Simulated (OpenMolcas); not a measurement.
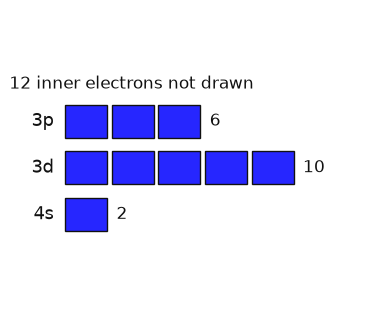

The outer shells of the leading configuration of the lowest level: a box for each of the 2l + 1 orbitals, shaded by the share of the shell that is filled, with the electron count at the right.

## Multiconfigurational calculation: Ge²⁺ (part 1 of 2)

System: Ge²⁺.
Method: state-averaged RASSCF, active space 2 electrons in the shells 4s 4p 4d; RAS3 4d with at most 2 electrons, basis ANO-RCC-VDZP, DKH2 scalar Hamiltonian, spin-orbit coupling by RASSI with atomic mean-field integrals (OpenMolcas).

### The program's output (extracts)
```
--- SEWARD ---
Basis set label: GE.ANO-RCC...5S4P2D.

      Electronic valence basis set:
      ------------------
      Associated Effective Charge  32.000000 au
      Associated Actual Charge     32.000000 au
      Nuclear Model: Point charge

      Shell  nPrim  nBasis  Cartesian Spherical Contaminant
         s      20       5        X
         p      17       4        X
         d      11       2                 X
                  Relativistic Douglas-Kroll-Hess integrals:
                    - DKH order of Hamiltonian: 2
                    - DKH order of Properties : 0
                  Atomic mean-field integrals
--- RASSCF ---
Wave function specifications:
      -----------------------------

      Number of closed shell electrons          28
      Number of electrons in active shells       2
      Max number of holes in RAS1 space          0
      Max nr of electrons in RAS3 space          2
      Number of inactive orbitals               14
      Number of active orbitals                  9
      Number of secondary orbitals               4
      Spin quantum number                      1.0
      State symmetry                             1
Orbital specifications:
      -----------------------

      Symmetry species                           1   2
                                                ag  au
      Frozen orbitals                            0   0
      Inactive orbitals                          8   6
      Active orbitals                            6   3
      RAS1 orbitals                              0   0
      RAS2 orbitals                              1   3
      RAS3 orbitals                              5   0
      Secondary orbitals                         1   3
      Deleted orbitals                           0   0
      Number of basis functions                 15  12
      Number of CSFs                            18
      Number of root(s) required                 3
      Iter CI   SX   CI       RASSCF       Energy    max ROT     max BLB   max BLB  Level Ln srch  Step   QN
          iter iter root      energy       change     param      element    value   shift minimum  type update
 Nr of preliminary CI iterations:   1
 ###############################################################################
 ###############################################################################
 ###                                                                         ###
 ###                                                                         ###
 ###    WARNING: Problems in orbital optimization.                           ###
 ###                                                                         ###
 ###                                                                         ###
 ###############################################################################
 ###############################################################################
  Warning: In symmetry  1, orbital p=   9 has diagonal density matrix element D(p,p) close to zero. D(p,p)=  2.012126E-26
      Total energies have been shifted. Add                -2000.00 au
        ...
 ###############################################################################
 ###############################################################################
  Warning: In symmetry  1, orbital p=   9 has diagonal density matrix element D(p,p) close to zero. D(p,p)=  1.022709E-26
        4   1    2    0   -95.52451685   -2.55E-11   1.05E-06    9  12 2  8.33E-07   0.50   0.00    SX    NO
      Convergence after  4 iterations
        5   1    2    0   -95.52451685   -2.27E-12   1.05E-06    9  12 2  3.66E-07   0.50   0.00    SX    NO
      Natural orbitals and occupation numbers for root  1
      sym 1:   0.000000   0.000248   0.000062   0.000062  -0.000000   0.000248
      sym 2:   0.000000   0.999690   0.999690
      Natural orbitals and occupation numbers for root  2
      sym 1:   0.000000   0.000248   0.000000   0.000248   0.000062   0.000062
      sym 2:   0.999690   0.999690  -0.000000
      Natural orbitals and occupation numbers for root  3
      sym 1:   0.000000   0.000000   0.000062   0.000248   0.000248   0.000062
      sym 2:   0.999690  -0.000000   0.999690
::    RASSCF root number  1 Total energy:  -2095.52451685
::    RASSCF root number  2 Total energy:  -2095.52451685
::    RASSCF root number  3 Total energy:  -2095.52451685
--- RASSCF ---
Wave function specifications:
      -----------------------------

      Number of closed shell electrons          28
      Number of electrons in active shells       2
      Max number of holes in RAS1 space          0
      Max nr of electrons in RAS3 space          2
      Number of inactive orbitals               14
      Number of active orbitals                  9
      Number of secondary orbitals               4
      Spin quantum number                      0.0
      State symmetry                             1
Orbital specifications:
      -----------------------

      Symmetry species                           1   2
                                                ag  au
      Frozen orbitals                            0   0
      Inactive orbitals                          8   6
      Active orbitals                            6   3
      RAS1 orbitals                              0   0
      RAS2 orbitals                              1   3
      RAS3 orbitals                              5   0
      Secondary orbitals                         1   3
      Deleted orbitals                           0   0
      Number of basis functions                 15  12
      Number of CSFs                            27
      Number of root(s) required                 7
      Iter CI   SX   CI       RASSCF       Energy    max ROT     max BLB   max BLB  Level Ln srch  Step   QN
          iter iter root      energy       change     param      element    value   shift minimum  type update
 Nr of preliminary CI iterations:   1
      Total energies have been shifted. Add                -2000.00 au
        1   1    4    0   -95.56962121    0.00E+00  -1.77E-01*   9  15 1  2.60E-02*  0.24   0.00    SX    NO
        2   1    4    0   -95.57135949   -1.74E-03*  1.16E-01*   9  15 1 -1.69E-02*  0.24   0.00    SX    NO
        3   1    3    0   -95.57206464   -7.05E-04*  7.62E-02    9  15 1  1.11E-02*  0.24   0.00    SX    NO
        4   1    3    0   -95.57233246   -2.68E-04*  5.17E-02    9  15 1 -7.50E-03*  0.24   0.00    SX    NO
        5   1    3    0   -95.57246142   -1.29E-04*  2.01E-02    9  15 1  5.09E-03*  0.24   0.60    LS   YES
        6   1    3    0   -95.57257359   -1.12E-04*  5.65E-04    8  11 1  5.35E-04*  0.24   1.04    QN   YES
        7   1    3    0   -95.57257389   -3.00E-07*  1.44E-04    8  11 1 -2.11E-04   0.24   0.79    QN   YES
        8   1    2    0   -95.57257393   -4.12E-08   5.01E-05    9  15 1 -1.14E-05   0.24   0.94    QN   YES
      Convergence after  8 iterations
        9   1    2    0   -95.57257393   -7.53E-10   5.01E-05    8  11 1  1.69E-06   0.24   0.94    QN   YES
      Natural orbitals and occupation numbers for root  1
      sym 1:   1.925747   0.000054   0.000054   0.000054   0.000054   0.000054
      sym 2:   0.024660   0.024660   0.024660
      Natural orbitals and occupation numbers for root  2
      sym 1:   0.005949   0.000099   0.005273   0.000132   0.000002   0.000020
      sym 2:   0.839860   0.021144   1.127520
      Natural orbitals and occupation numbers for root  3
      sym 1:   0.006066   0.000005   0.000091   0.000138   0.000038   0.005138
      sym 2:   1.173146   0.041341   0.774038
::    RASSCF root number  1 Total energy:  -2096.19477413
::    RASSCF root number  2 Total energy:  -2095.48635578
::    RASSCF root number  3 Total energy:  -2095.48635578
::    RASSCF root number  4 Total energy:  -2095.48635578
::    RASSCF root number  5 Total energy:  -2095.48635578
::    RASSCF root number  6 Total energy:  -2095.48635578
::    RASSCF root number  7 Total energy:  -2095.38146449
--- RASSCF ---
Wave function specifications:
      -----------------------------

      Number of closed shell electrons          28
      Number of electrons in active shells       2
      Max number of holes in RAS1 space          0
      Max nr of electrons in RAS3 space          2
      Number of inactive orbitals               14
      Number of active orbitals                  9
      Number of secondary orbitals               4
      Spin quantum number                      1.0
      State symmetry                             2
Orbital specifications:
      -----------------------

      Symmetry species                           1   2
                                                ag  au
      Frozen orbitals                            0   0
      Inactive orbitals                          8   6
      Active orbitals                            6   3
      RAS1 orbitals                              0   0
      RAS2 orbitals                              1   3
      RAS3 orbitals                              5   0
      Secondary orbitals                         1   3
      Deleted orbitals                           0   0
      Number of basis functions                 15  12
      Number of CSFs                            18
      Number of root(s) required                 3
      Iter CI   SX   CI       RASSCF       Energy    max ROT     max BLB   max BLB  Level Ln srch  Step   QN
          iter iter root      energy       change     param      element    value   shift minimum  type update
 Nr of preliminary CI iterations:   1
      Total energies have been shifted. Add                -2000.00 au
        1   1    1    0   -95.92107897    0.00E+00   0.00E+00    6  11 2 -1.25E-08   0.00   0.00    SX    NO
        2   1    1    0   -95.92107897   -3.18E-12   0.00E+00    6  11 2 -1.25E-08   0.00   0.00    SX    NO
        3   1    1    0   -95.92107897    4.55E-13   0.00E+00    6  11 2 -1.25E-08   0.00   0.00    SX    NO
        4   1    1    0   -95.92107897    2.27E-12   0.00E+00    6  11 2 -1.25E-08   0.00   0.00    SX    NO
      Convergence after  4 iterations
        5   1    1    0   -95.92107897   -9.09E-13   0.00E+00    6  11 2 -1.25E-08   0.00   0.00    SX    NO
      Natural orbitals and occupation numbers for root  1
      sym 1:   0.999589   0.000205   0.000205   0.000000   0.000000   0.000000
      sym 2:   0.000205   0.999589   0.000205
      Natural orbitals and occupation numbers for root  2
      sym 1:   0.999589   0.000205  -0.000000   0.000205   0.000000   0.000000
      sym 2:   0.999589   0.000205   0.000205
      Natural orbitals and occupation numbers for root  3
      sym 1:   0.999589   0.000000   0.000205   0.000205   0.000000  -0.000000
      sym 2:   0.000205   0.000205   0.999589
::    RASSCF root number  1 Total energy:  -2095.92107897
::    RASSCF root number  2 Total energy:  -2095.92107897
::    RASSCF root number  3 Total energy:  -2095.92107897
--- RASSCF ---
Wave function specifications:
      -----------------------------

      Number of closed shell electrons          28
      Number of electrons in active shells       2
      Max number of holes in RAS1 space          0
      Max nr of electrons in RAS3 space          2
      Number of inactive orbitals               14
      Number of active orbitals                  9
      Number of secondary orbitals               4
      Spin quantum number                      0.0
      State symmetry                             2
Orbital specifications:
      -----------------------

      Symmetry species                           1   2
                                                ag  au
      Frozen orbitals                            0   0
      Inactive orbitals                          8   6
      Active orbitals                            6   3
      RAS1 orbitals                              0   0
      RAS2 orbitals                              1   3
      RAS3 orbitals                              5   0
      Secondary orbitals                         1   3
      Deleted orbitals                           0   0
      Number of basis functions                 15  12
      Number of CSFs                            18
      Number of root(s) required                 3
      Iter CI   SX   CI       RASSCF       Energy    max ROT     max BLB   max BLB  Level Ln srch  Step   QN
          iter iter root      energy       change     param      element    value   shift minimum  type update
 Nr of preliminary CI iterations:   1
      Total energies have been shifted. Add                -2000.00 au
        1   1    4    0   -95.74775409    0.00E+00   9.21E-02    8  11 2 -2.00E-02*  0.00   0.00    SX    NO
        2   1    4    0   -95.75439709   -6.64E-03*  1.44E-02    9  15 1  1.24E-02*  0.00   0.00    SX    NO
        3   1    3    0   -95.75477709   -3.80E-04*  5.45E-03    7  13 1 -6.24E-03*  0.00   0.00    SX    NO
        4   1    3    0   -95.75482415   -4.71E-05*  1.87E-03    7  13 1  4.25E-03*  0.00   0.00    SX    NO
        5   1    3    0   -95.75483365   -9.49E-06*  6.29E-04    7  13 1 -2.81E-03*  0.00   0.64    QN   YES
        6   1    3    0   -95.75483912   -5.47E-06*  2.08E-04    9  15 1  1.31E-04   0.00   1.04    QN   YES
        7   1    3    0   -95.75483919   -6.53E-08   5.33E-05    9  15 1  3.18E-05   0.00   1.24    QN   YES
      Convergence after  7 iterations
        8   1    3    0   -95.75483919   -3.07E-09   5.33E-05    7  13 1  1.24E-06   0.00   1.24    QN   YES
      Natural orbitals and occupation numbers for root  1
      sym 1:   0.997353   0.001323  -0.000000   0.001323  -0.000000  -0.000000
      sym 2:   0.001323   0.001323   0.997353
      Natural orbitals and occupation numbers for root  2
      sym 1:   0.997353   0.001323   0.000000   0.001323  -0.000000  -0.000000
      sym 2:   0.997353   0.001323   0.001323
      Natural orbitals and occupation numbers for root  3
      sym 1:   0.997353   0.001323   0.000000   0.000000   0.000000   0.001323
      sym 2:   0.001323   0.997353   0.001323
::    RASSCF root number  1 Total energy:  -2095.75483919
::    RASSCF root number  2 Total energy:  -2095.75483919
::    RASSCF root number  3 Total energy:  -2095.75483919
```

(Continued in part 2.) Outcome of the run: converged.
